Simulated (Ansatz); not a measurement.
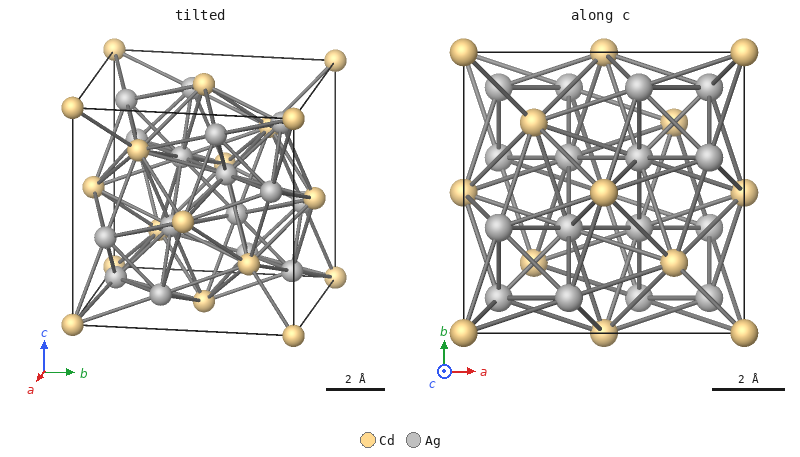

Structure drawing (ball-and-stick), viewed slightly off an axis and along the c axis. Thin lines show the conventional unit cell, with boundary atoms drawn in all their periodic places.

CdAg2, cubic Laves phase (C15, MgCu₂ type), space group Fd-3m (No. 227), a = 7.861 Å, b = 7.861 Å, c = 7.861 Å, α = 90.00°, β = 90.00°, γ = 90.00°. It derives from a structure type filled with these elements by a generator (whether the compound takes this form wasn't checked). Earlier steps of the study may have refined or changed the cell and positions. It was the input of a calculation with Ansatz.

This one geometry was computed with Ansatz (DFT, plane waves, PAW) at three levels of theory: r2SCAN, PBEsol and PBE.

Which level gives the highest pressure at this volume, and what does that say about its equilibrium volume?

Highest: PBE (0.0 GPa), which points to the largest equilibrium volume. Lowest, with the smallest volume: PBEsol (-5.2 GPa). Levels within 0.5 GPa of each other can't be told apart.

How does the band gap change with the level of theory?

All levels give a metal.

Collect the results in a table.

| level | cutoff (eV) | k-mesh of the run's cell | gap (eV) | pressure (GPa) |
| --- | --- | --- | --- | --- |
| r2SCAN | 500 | 8×8×8 | metal | -2.6 |
| PBEsol | 420 | 8×8×8 | metal | -5.2 |
| PBE | 420 | 8×8×8 | metal | 0.0 |

Gaps are taken on the k-mesh or band path of each run.
